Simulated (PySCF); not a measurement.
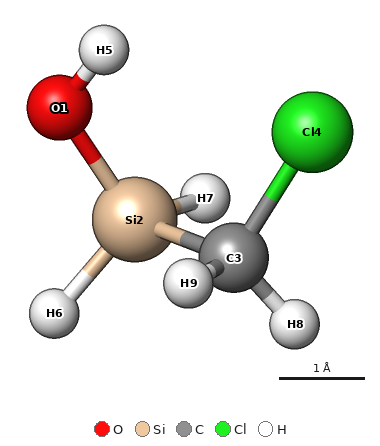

Fig. 1: The input geometry of run 1 (ball-and-stick view, seen at a tilt; atoms are numbered from 1 in the order of the input).

**CH5ClOSi: a changed input and its effect**

System: CH5ClOSi, SMILES O[SiH2]CCl.
Method of run 1: GIAO PBE0/pcSseg-1 NMR shielding, non-relativistic, IEF-PCM dimethylsulfoxide (PySCF 2.14.0).

The geometry comes from this level: PBE0-D3(BJ)/def2-SVP. Text and figures count atoms from 1; the logs count them from 0 in places.

### Input file, run 1
```
{"job": {"kind": "nmr", "xc": "PBE0", "basis": "pcSseg-1", "solvent": "dimethylsulfoxide", "pop": false}, "charge": 0, "multiplicity": 1}
O      1.699914     0.711974     0.256550
Si     0.669979    -0.582830     0.107658
C     -1.025183     0.059027    -0.434364
Cl    -1.508304     1.332006     0.745534
H      1.302855     1.468263     0.703956
H      1.235910    -1.490081    -0.928424
H      0.480891    -1.323100     1.391080
H     -1.808839    -0.713050    -0.435764
H     -0.997694     0.530370    -1.427755
```

The first line tells a small driver script what to run in PySCF; the rest is the geometry in Å.

Launched with:
```bash
OMP_NUM_THREADS=1 python <driver script> task.json out
```

Hardware: 1 CPU thread, shared host.

### Output (run 1)
```
coarse grid: 8520 points
cycle   1  E = -865.5162479121  dE =  2.030e-01  |g| = 6.821e-01  |ddm| = 2.593e+00
cycle   2  E = -865.4053126042  dE =  1.109e-01  |g| = 1.034e+00  |ddm| = 1.258e+00
cycle   3  E = -865.5983781853  dE = -1.931e-01  |g| = 6.269e-02  |ddm| = 8.579e-01
cycle   4  E = -865.5991376475  dE = -7.595e-04  |g| = 2.017e-02  |ddm| = 6.872e-02
cycle   5  E = -865.5992179430  dE = -8.030e-05  |g| = 5.936e-03  |ddm| = 2.097e-02
cycle   6  E = -865.5992259748  dE = -8.032e-06  |g| = 2.002e-03  |ddm| = 5.930e-03
final grid: 72952 points
cycle   7  E = -865.6307247476  dE = -1.129e-05  |g| = 8.058e-03  |ddm| = 1.295e-02
cycle   8  E = -865.6307104862  dE =  1.426e-05  |g| = 1.147e-02  |ddm| = 1.320e-02
cycle   9  E = -865.6307383898  dE = -2.790e-05  |g| = 7.167e-04  |ddm| = 7.928e-03
cycle  10  E = -865.6307384571  dE = -6.727e-08  |g| = 2.370e-04  |ddm| = 6.256e-04
cycle  11  E = -865.6307384687  dE = -1.156e-08  |g| = 4.390e-05  |ddm| = 1.920e-04
cycle  12  E = -865.6307384691  dE = -3.840e-10  |g| = 1.088e-05  |ddm| = 4.941e-05
converged SCF energy = -865.6307384691

GIAO shielding tensors (ppm)
atom      isotropic    diamagn.    paramagn.     s11        s22        s33       span
  0 O      327.277     389.497     -62.221    298.793    331.257    351.780     52.987
  1 Si     369.724     877.778    -508.055    342.602    347.368    419.200     76.598
  2 C      147.934     254.018    -106.084    126.747    135.969    181.085     54.339
  3 Cl     957.440    1147.547    -190.107    842.573    925.194   1104.553    261.980
  4 H       29.018      30.636      -1.618     18.694     27.148     41.213     22.519
  5 H       26.429      28.046      -1.617     23.291     24.319     31.676      8.384
  6 H       26.470      28.248      -1.778     22.976     24.769     31.666      8.691
  7 H       28.099      29.291      -1.192     22.569     26.370     35.358     12.789
  8 H       27.863      29.683      -1.819     22.576     25.912     35.102     12.527
```

For run 2 the input was changed thus:
```diff
-"solvent": "dimethylsulfoxide"
-"pop": false
+"solvent": "acetone"
+"pop": true
```

What does this change do to the results?

The total energy of run 2 is 0.22 kcal/mol higher: the change of the electrostatic solvation energy at this fixed geometry, without cavity or dispersion terms. Of all shieldings, the largest change is that of Cl4, by −0.6 ppm. The number of SCF iterations is the same.

### Output (run 2)
```
coarse grid: 8520 points
cycle   1  E = -865.5157006817  dE =  2.036e-01  |g| = 6.826e-01  |ddm| = 2.593e+00
cycle   2  E = -865.4038581544  dE =  1.118e-01  |g| = 1.036e+00  |ddm| = 1.263e+00
cycle   3  E = -865.5980158298  dE = -1.942e-01  |g| = 6.300e-02  |ddm| = 8.626e-01
cycle   4  E = -865.5987842352  dE = -7.684e-04  |g| = 2.030e-02  |ddm| = 6.920e-02
cycle   5  E = -865.5988656001  dE = -8.136e-05  |g| = 5.989e-03  |ddm| = 2.109e-02
cycle   6  E = -865.5988737785  dE = -8.178e-06  |g| = 2.015e-03  |ddm| = 5.994e-03
final grid: 72952 points
cycle   7  E = -865.6303743005  dE = -1.124e-05  |g| = 8.077e-03  |ddm| = 1.297e-02
cycle   8  E = -865.6303598636  dE =  1.444e-05  |g| = 1.152e-02  |ddm| = 1.326e-02
cycle   9  E = -865.6303880165  dE = -2.815e-05  |g| = 7.169e-04  |ddm| = 7.973e-03
cycle  10  E = -865.6303880839  dE = -6.734e-08  |g| = 2.375e-04  |ddm| = 6.270e-04
cycle  11  E = -865.6303880955  dE = -1.160e-08  |g| = 4.407e-05  |ddm| = 1.926e-04
cycle  12  E = -865.6303880959  dE = -3.927e-10  |g| = 1.088e-05  |ddm| = 4.961e-05
converged SCF energy = -865.6303880959

GIAO shielding tensors (ppm)
atom      isotropic    diamagn.    paramagn.     s11        s22        s33       span
  0 O      327.146     389.434     -62.288    298.454    331.181    351.803     53.349
  1 Si     369.819     877.776    -507.958    342.718    347.388    419.350     76.632
  2 C      147.980     254.017    -106.037    126.848    136.056    181.036     54.188
  3 Cl     956.811    1147.534    -190.723    841.674    924.397   1104.362    262.687
  4 H       29.050      30.650      -1.600     18.731     27.193     41.224     22.493
  5 H       26.429      28.045      -1.616     23.293     24.318     31.675      8.382
  6 H       26.467      28.242      -1.774     22.973     24.764     31.665      8.692
  7 H       28.118      29.310      -1.192     22.590     26.394     35.371     12.781
  8 H       27.880      29.700      -1.820     22.594     25.931     35.116     12.522
```

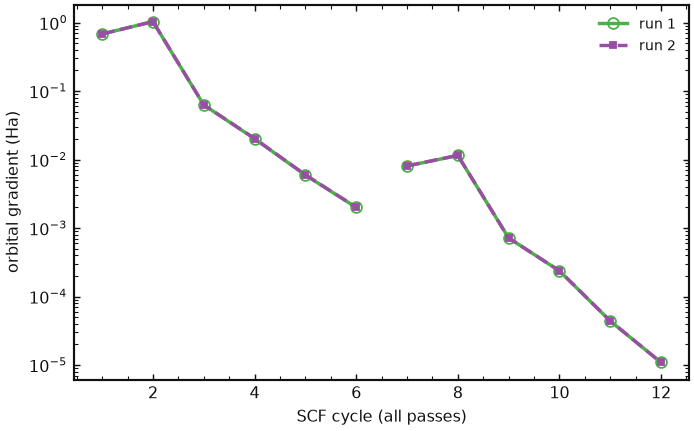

Fig. 2: Convergence of the two runs: orbital gradient against the SCF cycle. A break in a curve parts two SCF passes (coarse and final grid). Run 1 takes 12 cycles in all, and run 2 takes 12.

### The two runs side by side

| quantity | run 1 | run 2 |
| --- | --- | --- |
| outcome | converged | converged |
| total energy (hartree) | −865.630738 | −865.630388 |
| HOMO (eV) | −8.18 | −8.19 |
| LUMO (eV) | 0.21 | 0.20 |
| dipole moment (D) | 1.75 | 1.73 |
| shielding of O1 (ppm) | 327.3 | 327.1 |
| shielding of Si2 (ppm) | 369.7 | 369.8 |
| shielding of C3 (ppm) | 147.9 | 148.0 |
| shielding of Cl4 (ppm) | 957.4 | 956.8 |
| shielding of H5 (ppm) | 29.0 | 29.0 |
| shielding of H8 (ppm) | 28.1 | 28.1 |
| shielding of H9 (ppm) | 27.9 | 27.9 |
| SCF iterations | 12 | 12 |
| basis functions | 107 | 107 |
| wall time (shared host) | 4.9 s | 7.1 s |
